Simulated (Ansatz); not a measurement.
## Run report: C₂H₈AlCl, geometry relaxation

The run: geometry relaxation of C₂H₈AlCl. Method and program: RKS PBE-D4/def2-SVP (Ansatz 0.2.0).

It belongs to a series of runs on one base structure; here: end point B relaxed.

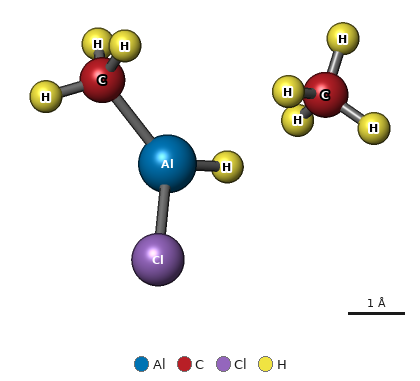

Fig. 1: The input geometry (ball-and-stick view, seen on its broad side). Sticks mark near contacts.

Input file:
```yaml
crystal:
  periodic: [false, false, false]
  atoms:
    - { symbol: Al, position_ang: [-1.333872, 0.182799, 0.253747] }
    - { symbol: C, position_ang: [1.780555, -0.378887, 1.060967] }
    - { symbol: C, position_ang: [-1.207609, 0.190259, -1.695724] }
    - { symbol: Cl, position_ang: [-1.76643, 2.000871, 1.281808] }
    - { symbol: H, position_ang: [0.768703, -0.772851, 1.191229] }
    - { symbol: H, position_ang: [-1.140777, -1.063624, 1.14563] }
    - { symbol: H, position_ang: [1.771764, 0.554357, 0.463709] }
    - { symbol: H, position_ang: [2.208085, -0.160059, 2.056741] }
    - { symbol: H, position_ang: [2.397564, -1.13562, 0.542729] }
    - { symbol: H, position_ang: [-1.930579, 0.880156, -2.17774] }
    - { symbol: H, position_ang: [-1.35508, -0.824948, -2.120633] }
    - { symbol: H, position_ang: [-0.192324, 0.527547, -2.002563] }
basis:
  gaussian: { orbitals: def2-SVP }
hamiltonian:
  xc: pbe
  dispersion: d4
relax:
  f_tol: 0.03
  max_steps: 50
output:
  orbitals: {}
```

Launched with:
```bash
ansatz run input.yaml --threads 2 --pin off --max-ram 3072MiB --backend cpu --events-out ev --progress --plain --runs-dir out
```

What the program printed:
```
The last accepted step is kept in [file] (removed where the run ends without a failure and the disk answers)
Engine: ansatz 0.2.0, aarch64-unknown-linux-gnu
Functional definition: PBE
  parameter kappa = 0.804
  parameter beta = 0.06672455060314922
  exchange = pbe_x(kappa = kappa, mu = beta*pi^2/3)
  correlation = pbe_c(beta = beta)
1168 factors; their error is unknown
mean field evaluation 1: about -21292.8435 eV, gradient 7.2e1 eV
mean field evaluation 2: about -21274.3558 eV, gradient 1.0e2 eV
mean field evaluation 4: about -21305.9053 eV, gradient 6.3e0 eV
mean field evaluation 8: about -21306.0098 eV, gradient 1.9e-1 eV
mean field evaluation 16: about -21305.9595 eV, gradient 2.3e-4 eV
mean field -21305.95951128 eV, -782.9795703414 hartree, gradient 4.6e-5 eV, S^2 0.000000; 0 other end points of the search recorded, 0 dependent functions left out
the calculation of the forces begins
reference -21305.95955291 eV, -782.9795718712 hartree; 25, 25 occupied and 79, 79 virtual orbitals, 1168 factors
relax step   1: F+E_penalty+E_count = -21306.15374957 eV  Δ(F+E_penalty+E_count) = +0.000e0 eV  max|allowed force component| = 5.760e-1 eV/Å  Δτ_max = 0.0000 Å  (26 SCF iters, accepted)
these checks for a lower state are left out or cut short: starts, cluster_reference, orbital_swaps, neighbouring_geometries, increment
1168 factors; their error is unknown
mean field -21306.03290523 eV, -782.9822675192 hartree, gradient 1.9e-5 eV, S^2 0.000000; 0 other end points of the search recorded, 0 dependent functions left out
[... from here on the field's lines of each further geometry are left out, up to the last ...]
relax step   2: F+E_penalty+E_count = -21306.22361613 eV  Δ(F+E_penalty+E_count) = -6.987e-2 eV  max|allowed force component| = 1.382e-1 eV/Å  Δτ_max = 0.1979 Å  (27 SCF iters, accepted)
relax step   3: F+E_penalty+E_count = -21306.24370863 eV  Δ(F+E_penalty+E_count) = -2.009e-2 eV  max|allowed force component| = 2.298e-1 eV/Å  Δτ_max = 0.1403 Å  (27 SCF iters, accepted)
relax step   4: F+E_penalty+E_count = -21306.26083813 eV  Δ(F+E_penalty+E_count) = -1.713e-2 eV  max|allowed force component| = 2.417e-1 eV/Å  Δτ_max = 0.1339 Å  (25 SCF iters, accepted)
relax step   5: F+E_penalty+E_count = -21306.26243496 eV  Δ(F+E_penalty+E_count) = -1.597e-3 eV  max|allowed force component| = 2.440e-1 eV/Å  Δτ_max = 0.1869 Å  (26 SCF iters, accepted)
relax step   6: F+E_penalty+E_count = -21306.28615050 eV  Δ(F+E_penalty+E_count) = -2.372e-2 eV  max|allowed force component| = 1.532e-1 eV/Å  Δτ_max = 0.1692 Å  (26 SCF iters, accepted)
relax step   7: F+E_penalty+E_count = -21306.29422333 eV  Δ(F+E_penalty+E_count) = -8.073e-3 eV  max|allowed force component| = 1.236e-1 eV/Å  Δτ_max = 0.0902 Å  (26 SCF iters, accepted)
relax step   8: F+E_penalty+E_count = -21306.30044518 eV  Δ(F+E_penalty+E_count) = -6.222e-3 eV  max|allowed force component| = 2.471e-1 eV/Å  Δτ_max = 0.1637 Å  (25 SCF iters, accepted)
relax step   9: F+E_penalty+E_count = -21306.30673291 eV  Δ(F+E_penalty+E_count) = -6.288e-3 eV  max|allowed force component| = 1.515e-1 eV/Å  Δτ_max = 0.0735 Å  (26 SCF iters, accepted)
relax step  10: F+E_penalty+E_count = -21306.31141077 eV  Δ(F+E_penalty+E_count) = -4.678e-3 eV  max|allowed force component| = 3.027e-1 eV/Å  Δτ_max = 0.1617 Å  (26 SCF iters, accepted)
relax step  11: F+E_penalty+E_count = -21306.31872733 eV  Δ(F+E_penalty+E_count) = -7.317e-3 eV  max|allowed force component| = 2.335e-1 eV/Å  Δτ_max = 0.0950 Å  (26 SCF iters, accepted)
relax step  12: F+E_penalty+E_count = -21306.31490225 eV  Δ(F+E_penalty+E_count) = +3.825e-3 eV  max|allowed force component| = 3.832e-1 eV/Å  Δτ_max = 0.1998 Å  (26 SCF iters, rejected (line search))
relax step  13: F+E_penalty+E_count = -21306.32590107 eV  Δ(F+E_penalty+E_count) = -7.174e-3 eV  max|allowed force component| = 1.089e-1 eV/Å  Δτ_max = 0.0974 Å  (26 SCF iters, accepted)
relax step  14: F+E_penalty+E_count = -21306.32875167 eV  Δ(F+E_penalty+E_count) = -2.851e-3 eV  max|allowed force component| = 8.823e-2 eV/Å  Δτ_max = 0.0976 Å  (26 SCF iters, accepted)
relax step  15: F+E_penalty+E_count = -21306.32794610 eV  Δ(F+E_penalty+E_count) = +8.056e-4 eV  max|allowed force component| = 1.670e-1 eV/Å  Δτ_max = 0.0957 Å  (26 SCF iters, rejected (line search))
relax step  16: F+E_penalty+E_count = -21306.33052448 eV  Δ(F+E_penalty+E_count) = -1.773e-3 eV  max|allowed force component| = 2.765e-2 eV/Å  Δτ_max = 0.0479 Å  (27 SCF iters, accepted)
relax step  17: F+E_penalty+E_count = -21306.33149222 eV  Δ(F+E_penalty+E_count) = -9.677e-4 eV  max|allowed force component| = 2.412e-2 eV/Å  Δτ_max = 0.0492 Å  (27 SCF iters, accepted)
relax step  18: F+E_penalty+E_count = -21306.33180420 eV  Δ(F+E_penalty+E_count) = -3.120e-4 eV  max|allowed force component| = 4.494e-2 eV/Å  Δτ_max = 0.0493 Å  (27 SCF iters, accepted)
the calculation of the forces begins
reference -21306.11588684 eV, -782.9853170372 hartree; 25, 25 occupied and 79, 79 virtual orbitals, 1168 factors
relax step  19: F+E_penalty+E_count = -21306.33199072 eV  Δ(F+E_penalty+E_count) = -1.865e-4 eV  max|allowed force component| = 1.720e-2 eV/Å  Δτ_max = 0.0120 Å  (28 SCF iters, accepted)
1168 factors; their error is unknown
mean field evaluation 160: about -21306.1158 eV, gradient 4.5e-4 eV
```

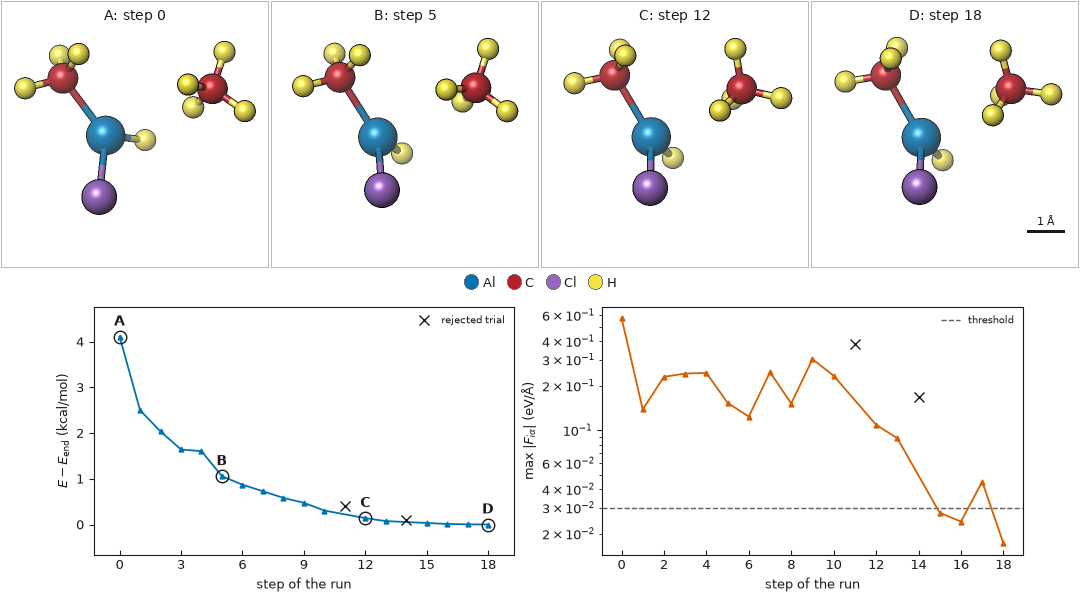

Fig. 2: Frames of the relaxation (ball-and-stick view, seen at a tilt) above the curves, on which the letters mark them (the first geometry is step 0 here and step 1 in the log).

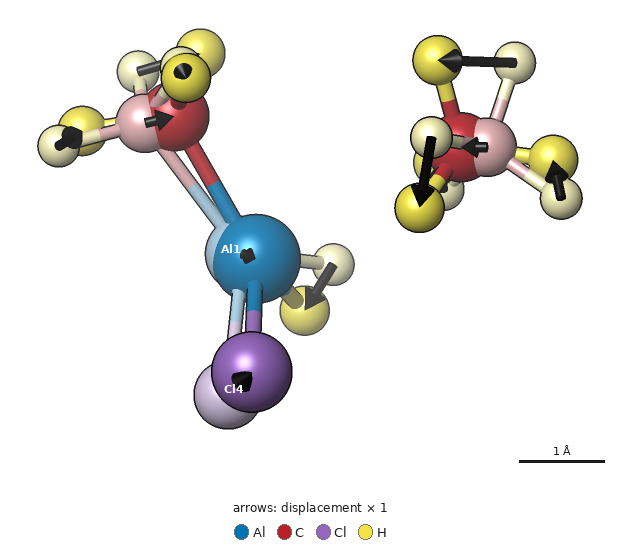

Fig. 3: Start (faint) and end (solid) with the displacements as black arrows, at true length (ball-and-stick view, seen at a tilt). The two geometries are laid on each other by the best rigid fit. The energy falls by 4.11 kcal/mol in 18 geometry steps. The largest force component goes from 0.58 to 0.017 eV/Å. The line search rejected the trial steps at points 11, 14 (counted from 0) and went back. The largest move after the best rigid fit is that of H9, 1.07 Å. By element the largest moves are H 1.07 Å, Cl 0.60 Å, C 0.36 Å, Al 0.19 Å. Among the contacts that change: Al1–H6 1.545 → 1.595 Å, C2–H5 1.094 → 1.110 Å, Al1–Cl4 2.133 → 2.143 Å. Among the angles that change: Al1–C3–H10 113.2° → 109.8°, Al1–C3–H12 109.6° → 111.8°. (Atoms are counted from 1 in the order of the input.)

```
mean field -21306.11584647 eV, -782.9853155539 hartree, gradient 1.6e-5 eV, S^2 0.000000; 1 other end points of the search recorded, 0 dependent functions left out
the calculation of the forces begins
reference -21306.11588684 eV, -782.9853170372 hartree; 25, 25 occupied and 79, 79 virtual orbitals, 1168 factors
Total energy: -21306.33203109 eV, -782.9932601918 hartree
Atom 0 at    -1.212002     0.258514     0.369823 Å, force    -0.003994    -0.000155     0.000630 eV/Å
Atom 1 at     1.511303    -0.365926     0.889685 Å, force    -0.000502    -0.002564    -0.008340 eV/Å
Atom 2 at    -0.887841     0.077682    -1.549334 Å, force     0.006687     0.004033    -0.013358 eV/Å
Atom 3 at    -1.213952     2.236150     1.195084 Å, force     0.002051    -0.001397    -0.000263 eV/Å
Atom 4 at     0.737356    -1.159374     0.951550 Å, force    -0.002536     0.004014     0.000595 eV/Å
Atom 5 at    -1.763798    -0.885493     1.334054 Å, force    -0.001567     0.000258    -0.001207 eV/Å
Atom 6 at     1.091852     0.650857     1.049417 Å, force     0.002131    -0.006905     0.000934 eV/Å
Atom 7 at     2.236972    -0.551967     1.703435 Å, force     0.001078     0.004964    -0.002293 eV/Å
Atom 8 at     2.009913    -0.409427    -0.095077 Å, force     0.000813     0.000935     0.008321 eV/Å
Atom 9 at    -1.806961     0.349598    -2.113757 Å, force     0.015221    -0.008732     0.010249 eV/Å
Atom 10 at    -0.618988    -0.960115    -1.837922 Å, force    -0.005141     0.017202     0.002111 eV/Å
Atom 11 at    -0.083856     0.759501    -1.897058 Å, force    -0.014242    -0.011654     0.002620 eV/Å
Dipole moment:     0.309771    -0.323104    -0.203256 e Å
```

Trajectory as extended XYZ (Å, eV, eV/Å), 9 of the 19 frames kept, from step=1 to step=19:
```
12
Properties=species:S:1:pos:R:3:forces:R:3 step=1 energy=-21306.15375
Al   -1.3339    0.1828    0.2537   -0.0540   0.5314  -0.3242
C     1.7806   -0.3789    1.0610    0.5358   0.2572  -0.0936
C    -1.2076    0.1903   -1.6957    0.0573   0.0037  -0.0444
Cl   -1.7664    2.0009    1.2818    0.0188  -0.0338  -0.0403
H     0.7687   -0.7729    1.1912   -0.3166  -0.1975   0.0870
H    -1.1408   -1.0636    1.1456   -0.2462  -0.5760   0.3786
H     1.7718    0.5544    0.4637    0.0023   0.0062  -0.0091
H     2.2081   -0.1601    2.0567    0.0053   0.0027   0.0025
H     2.3976   -1.1356    0.5427    0.0169  -0.0001  -0.0136
H    -1.9306    0.8802   -2.1777   -0.0051   0.0019   0.0428
H    -1.3551   -0.8249   -2.1206    0.0054   0.0154   0.0115
H    -0.1923    0.5275   -2.0026   -0.0201  -0.0113   0.0028
12
Properties=species:S:1:pos:R:3:forces:R:3 step=3 energy=-21306.24371
Al   -1.3833    0.1692    0.2654   -0.0777  -0.2298   0.1404
C     1.8258   -0.3578    1.0352   -0.1096   0.0259  -0.0265
C    -1.1746    0.1891   -1.6786    0.1212  -0.0241   0.0074
Cl   -1.7440    2.0140    1.2673    0.0524   0.0045   0.0044
H     0.8352   -0.8290    1.2181    0.0790   0.0310  -0.0175
H    -1.4639   -1.1535    1.1867   -0.0434   0.1969  -0.1443
H     1.7262    0.5651    0.4271    0.0096  -0.0609   0.0418
H     2.2718   -0.1037    2.0147    0.0075   0.0166  -0.0251
H     2.4652   -1.0858    0.5021    0.0060   0.0311  -0.0094
H    -1.8660    0.9118   -2.1591   -0.0053  -0.0023   0.0243
H    -1.3497   -0.8148   -2.1184   -0.0058   0.0122  -0.0019
H    -0.1427    0.4952   -1.9606   -0.0339  -0.0012   0.0064
12
Properties=species:S:1:pos:R:3:forces:R:3 step=5 energy=-21306.26244
Al   -1.3982    0.1157    0.3106   -0.2191  -0.1502   0.0249
C     1.7690   -0.3162    0.9497    0.0842   0.0854   0.0212
C    -1.1175    0.1370   -1.6172    0.2011  -0.0067  -0.0332
Cl   -1.4961    1.9673    1.3332    0.0669   0.2440   0.0708
H     0.8261   -0.8871    1.0655   -0.0580  -0.0824   0.0328
H    -1.7645   -1.1260    1.2338    0.0541  -0.1251  -0.0185
H     1.6081    0.6067    0.3636   -0.0192   0.0566  -0.0197
H     2.1418   -0.0418    1.9564   -0.0458  -0.0487  -0.0804
H     2.5056   -0.9541    0.4251   -0.0392   0.0016   0.0332
H    -1.7662    0.8763   -2.1313   -0.0049   0.0063   0.0492
H    -1.2413   -0.8472   -2.1159    0.0125   0.0336   0.0699
H    -0.0668    0.4694   -1.7737   -0.0327  -0.0145  -0.1502
12
Properties=species:S:1:pos:R:3:forces:R:3 step=8 energy=-21306.30045
Al   -1.2265    0.1210    0.3660    0.0226   0.0209  -0.0645
C     1.5808   -0.2871    0.9082    0.1320   0.0993  -0.1277
C    -0.9782    0.1058   -1.5760    0.0432   0.0663  -0.0795
Cl   -1.2382    2.0254    1.3380   -0.0182  -0.0019   0.0225
H     0.7207   -0.9813    1.0459    0.0183   0.0009   0.0041
H    -1.6784   -1.1325    1.2437   -0.0157   0.0196   0.0220
H     1.2698    0.7120    0.5198    0.1033  -0.2471   0.1271
H     2.0528   -0.1505    1.9041   -0.0602  -0.0037  -0.1649
H     2.2908   -0.7599    0.1919   -0.1744   0.1360   0.1700
H    -1.7123    0.7864   -2.0657    0.0610  -0.0780   0.0515
H    -1.1149   -0.9087   -2.0066    0.0136   0.0311  -0.0032
H     0.0337    0.4694   -1.8694   -0.1256  -0.0434   0.0426
12
Properties=species:S:1:pos:R:3:forces:R:3 step=10 energy=-21306.31141
Al   -1.2366    0.1606    0.3658   -0.0054  -0.0266   0.0059
C     1.5609   -0.3080    0.8983    0.1908   0.1080  -0.1516
C    -0.9464    0.0867   -1.5660    0.0134  -0.1036  -0.1037
Cl   -1.2329    2.0922    1.2860   -0.0181   0.0224   0.0060
H     0.7263   -1.0332    1.0301    0.0032   0.0302  -0.0047
H    -1.7406   -1.0443    1.2842    0.0085   0.0162  -0.0018
H     1.2050    0.7359    0.7183    0.0834  -0.2782   0.0660
H     2.1439   -0.3114    1.8459   -0.0859  -0.0042  -0.2092
H     2.1881   -0.6424    0.0369   -0.1965   0.1246   0.3027
H    -1.7432    0.6583   -2.0949    0.0756  -0.0572   0.0365
H    -0.9479   -0.9536   -1.9689   -0.0050   0.1781   0.0771
H     0.0232    0.5591   -1.8358   -0.0641  -0.0098  -0.0233
12
Properties=species:S:1:pos:R:3:forces:R:3 step=12 energy=-21306.31490 accepted=F
Al   -1.2686    0.2274    0.3624    0.2002   0.3581  -0.3832
C     1.5583   -0.3587    0.9038   -0.1225  -0.0659   0.0246
C    -0.9124    0.0872   -1.5586    0.0022   0.0001   0.1074
Cl   -1.2723    2.1876    1.2195    0.0017   0.0288   0.0142
H     0.8130   -1.1699    1.0699    0.0852   0.0844  -0.0468
H    -1.8007   -0.9104    1.2823   -0.1571  -0.3823   0.3122
H     1.0854    0.6487    0.9550    0.1043  -0.0677   0.0118
H     2.3061   -0.4237    1.7182   -0.0487   0.0353  -0.0286
H     2.0484   -0.4958   -0.0786   -0.0534   0.0225   0.0405
H    -1.7659    0.5068   -2.1305   -0.0489   0.0178  -0.0283
H    -0.7774   -0.9621   -1.8860    0.0093  -0.0652  -0.0225
H    -0.0139    0.6630   -1.8574    0.0276   0.0341  -0.0012
12
Properties=species:S:1:pos:R:3:forces:R:3 step=15 energy=-21306.32795 accepted=F
Al   -1.2136    0.2521    0.3694   -0.0559   0.0564  -0.0684
C     1.5238   -0.3646    0.8950    0.0076   0.0851  -0.0533
C    -0.8878    0.0772   -1.5511    0.0129  -0.0233  -0.1198
Cl   -1.2642    2.2326    1.1870    0.0385  -0.0224   0.0018
H     0.7452   -1.1500    1.0004    0.0076   0.0130  -0.0129
H    -1.7751   -0.8914    1.3206    0.0058  -0.0505   0.0506
H     1.1148    0.6600    1.0603    0.0487  -0.1182  -0.0229
H     2.2799   -0.5481    1.6839   -0.0354   0.0236  -0.0501
H     1.9848   -0.4252   -0.1116   -0.0542   0.0091   0.1361
H    -1.7981    0.3926   -2.1178    0.1521  -0.0564   0.0952
H    -0.6551   -0.9713   -1.8507   -0.0291   0.1670   0.0332
H    -0.0547    0.7362   -1.8855   -0.0987  -0.0835   0.0104
12
Properties=species:S:1:pos:R:3:forces:R:3 step=17 energy=-21306.33149
Al   -1.2173    0.2463    0.3705    0.0024   0.0012  -0.0046
C     1.5156   -0.3564    0.8882   -0.0043  -0.0109  -0.0113
C    -0.8917    0.0758   -1.5496    0.0074   0.0006  -0.0116
Cl   -1.2270    2.2203    1.2034    0.0003   0.0037   0.0001
H     0.7368   -1.1446    0.9626    0.0016   0.0069  -0.0027
H    -1.7571   -0.9046    1.3328   -0.0062  -0.0028   0.0005
H     1.0997    0.6653    1.0228    0.0074  -0.0096   0.0026
H     2.2347   -0.5301    1.7106    0.0006   0.0082  -0.0066
H     2.0196   -0.4252   -0.0928   -0.0045   0.0040   0.0179
H    -1.7906    0.4019   -2.1179    0.0165  -0.0121   0.0145
H    -0.6711   -0.9702   -1.8501   -0.0026   0.0241   0.0013
H    -0.0515    0.7217   -1.8806   -0.0187  -0.0133  -0.0001
12
Properties=species:S:1:pos:R:3:forces:R:3 step=19 energy=-21306.33199
Al   -1.2120    0.2585    0.3698   -0.0040  -0.0002   0.0006
C     1.5113   -0.3659    0.8897   -0.0005  -0.0026  -0.0083
C    -0.8878    0.0777   -1.5493    0.0067   0.0040  -0.0134
Cl   -1.2140    2.2361    1.1951    0.0021  -0.0014  -0.0003
H     0.7374   -1.1594    0.9516   -0.0025   0.0040   0.0006
H    -1.7638   -0.8855    1.3341   -0.0016   0.0003  -0.0012
H     1.0919    0.6509    1.0494    0.0021  -0.0069   0.0009
H     2.2370   -0.5520    1.7034    0.0011   0.0050  -0.0023
H     2.0099   -0.4094   -0.0951    0.0008   0.0009   0.0083
H    -1.8070    0.3496   -2.1138    0.0152  -0.0087   0.0102
H    -0.6190   -0.9601   -1.8379   -0.0051   0.0172   0.0021
H    -0.0839    0.7595   -1.8971   -0.0142  -0.0117   0.0026
```

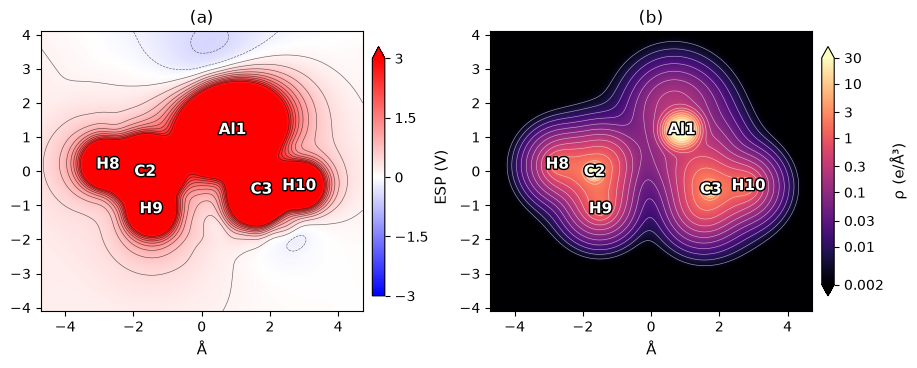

Fig. 4: (a) molecular electrostatic potential; (b) total electron density on the plane of atoms H8, C2 and H9. The plane passes through Al, C and H nuclei. C2···Al1 (2.84 Å): ρ is about 0.1 e/Å³ halfway, with its minimum of 0.09 e/Å³ about 1.6 Å from C. C–Al (1.95 Å): ρ at the midpoint is about 0.71 e/Å³. C–H (1.10 Å): ρ is about 1.9 e/Å³ halfway.

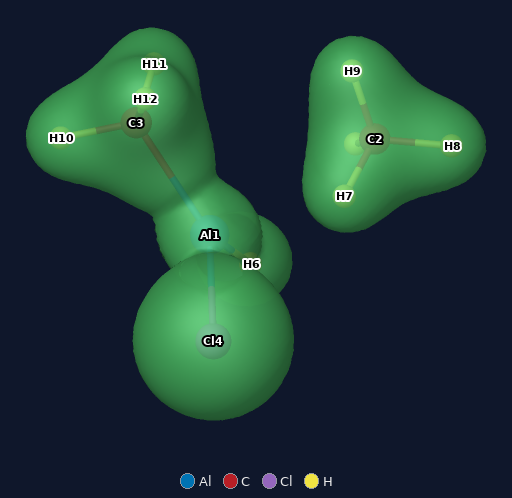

Fig. 5: Isosurface of the total electron density at 0.3 e/Å³ (green), seen face on. At this value the surface falls into two separate pieces. It is pinched off along the C···Al (2.84 Å) contacts. On the grid the lowest density along these lines, outside the cores, is 0.09 e/Å³ (C···Al, 2.84 Å), 0.61 e/Å³ (C–Al, 1.95 Å), 0.45 e/Å³ (Al–Cl, 2.14 Å) and 1.8 e/Å³ (C–H, 1.10 Å).

Summary:

- outcome: converged
- total energy: −21306.3320 eV
- mean-field energy: −21306.1159 eV
- largest force (length of the vector) at the end: 0.020 eV/Å
- hardware: 2 threads of Arm Neoverse V2, 24 GiB of memory available, shared host
- wall time: 32 s (CPU time 62 s)
- peak memory: 0.14 GiB
